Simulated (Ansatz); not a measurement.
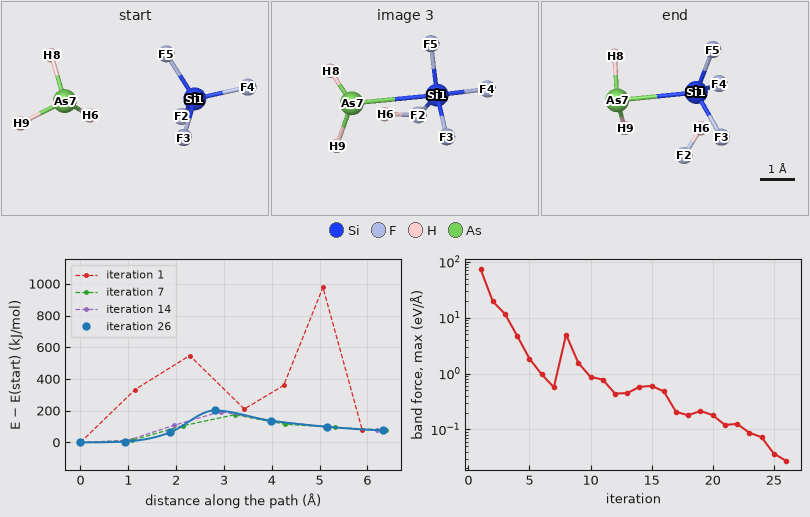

NEB run on SiAsH₃F₄, made up of SiF4 and AsH$_{3}$. Images are numbered from 0 (start) to 6 (end). The plot follows the band through its iterations. The picture is a ball-and-stick view, seen face on.

Method: RKS PBE-D4/def2-SVP (Ansatz). Run with 5 movable images; climbing image; force threshold 0.03 eV/Å; iteration limit 60; starting path through a guess of the saddle point.

Judge this run.

The result is final at these settings. The band converged in 26 iterations. The largest component of the band force went from 74 to 0.027 eV/Å. The climbing image converged on the top of the path. Its vibrational analysis gives one imaginary mode (659i cm⁻¹), as a transition state must have. The first iteration put the highest image at 977.5 kJ/mol. The energy climbs by 201.4 kJ/mol to image 3 and then falls by 123.8 kJ/mol, so the end point sits at +77.6 kJ/mol.

Limits of the set-up: the start holds two separate molecules, 2.8 Å apart at their closest, whose relative position is a soft coordinate.
